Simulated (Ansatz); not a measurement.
CdSe (wurtzite)

```cif
data_Cd2Se2
_chemical_formula_sum 'Cd2 Se2'
_space_group_name_H-M_alt 'P63mc'
_space_group_IT_number 186
_space_group_name_Hall 'P 6c -2c'
_cell_length_a 4.38288
_cell_length_b 4.38288
_cell_length_c 7.15467
_cell_angle_alpha 90.000
_cell_angle_beta 90.000
_cell_angle_gamma 120.000
loop_
_atom_site_label
_atom_site_type_symbol
_atom_site_symmetry_multiplicity
_atom_site_Wyckoff_symbol
_atom_site_fract_x
_atom_site_fract_y
_atom_site_fract_z
_atom_site_occupancy
Cd1 Cd 2 b 0.66667 0.33333 0.00047 1
Se1 Se 2 b 0.33333 0.66667 0.12473 1
```

E(V) scan at fixed shape, V₀ the volume above. The atoms relax within the cell's symmetry.

The numbers are results of PBE (plane waves to 420 eV, PAW, scalar-relativistic; Ansatz, a program for electronic structure), not measurements. k mesh 9×9×5 (Γ-centred), Fermi-Dirac smearing 0.05 eV. E stands for the smeared free energy. With the shape held, the modulus is that of even scaling; a crystal free to change shape is softer. CdSe was relaxed with its symmetry unable to fall. The PAW data are Ansatz's earlier set. ΔE is measured from the relaxed starting cell.

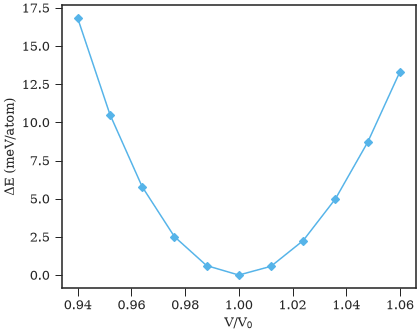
Figure: ΔE (meV/atom) against V/V₀; one marker a computed point.

### Question
What is ΔE at V/V₀ = 1.060?

### Answer
About 13 meV/atom.

### Question
What bulk modulus at fixed cell shape B₀ follows from a third-order Birch-Murnaghan fit?

### Answer
About 45 GPa.

### Question
What is ΔE at V/V₀ = 0.940?

### Answer
About 17 meV/atom.

(Under strain, the slope of the energy per volume gives the stress and its curvature an elastic modulus.)
